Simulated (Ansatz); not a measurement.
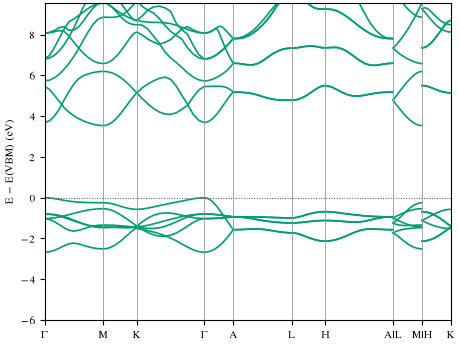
Figure: Band structure from plane-wave PAW r²SCAN (Ansatz code)

Read off the gap and where the band edges lie.

About 3.5 eV (3.54 eV by a search for the band edges); maximum at Γ, minimum at M.

Pick the material that matches.
(A) BeS, wurtzite
(B) SrO, NiAs type
(C) ZnS, 6H polytype
(D) BeS, NiAs type

B, SrO, NiAs type

Space group P6_3/mmc (NiAs type). The first step of the workflow began from a Materials Project structure, measured or hypothetical; the Crystallography Open Database copy checked does not list it. It is not the phase usual at ambient conditions (space group No. 225). The cell was relaxed with r²SCAN under the symmetry of its start; whether a distortion lowers the energy is not shown. Spin–orbit coupling is left out wherever it is not named.

Potentials: the later of the program's two PAW sets.
